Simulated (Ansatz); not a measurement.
Input

```
crystal:
  periodic: [false, false, false]
  atoms:
    - symbol: C
      position_ang: [-1.041289, -0.234299, -1.370099]
    - symbol: Cl
      position_ang: [-2.458010, 1.832013, -3.124449]
    - symbol: F
      position_ang: [-1.366425, -0.137483, -0.156195]
    - symbol: F
      position_ang: [-1.199006, -1.409849, -1.796422]
    - symbol: Ge
      position_ang: [-0.378865, 1.548799, -2.683975]
basis:
  gaussian: {orbitals: def2-TZVPD}
total_charge: 1
hamiltonian: {xc: pbe0}
output: {forces: true, orbitals: {seedname: orbitals}}
```

Run with:

```sh
ansatz run input.yaml --threads 1 --pin off --max-ram 2610MiB --events-out events.jsonl --progress --plain --runs-dir runs
```

Geometry: PBE0-D3(BJ)/pcseg-1.

The calculation used Ansatz, isolated molecule in a Gaussian basis; Kohn-Sham density functional theory, functional PBE0.

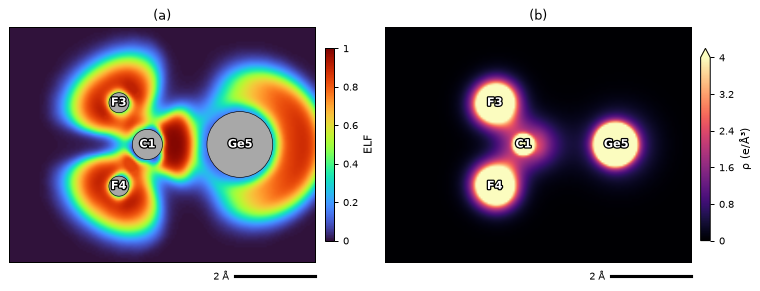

CClF$_{2}$Ge (SMILES F[C](F)=[Ge+][Cl]) (charge +1). (a) electron localisation function; (b) electron density on the plane of atoms F3, C1 and F4. Grey discs cover the atomic cores in the ELF map.

### Describe what can be read from this map.

The section cuts through C, F and Ge sites.
C–F (1.26 Å): ρ at the midpoint is about 2.9 e/Å³; the ELF peaks at about 0.85 between the atoms (a shared but strongly polarised pair).
C–Ge (2.31 Å): the density is about 0.46 e/Å³ at the midpoint; the ELF peaks at about 1 in the valence shell of C, 0.7 Å from its nucleus, and is about 0.65 at the midpoint.
The ELF also peaks beside F4 and F3, away from the bonds: lone-pair regions.
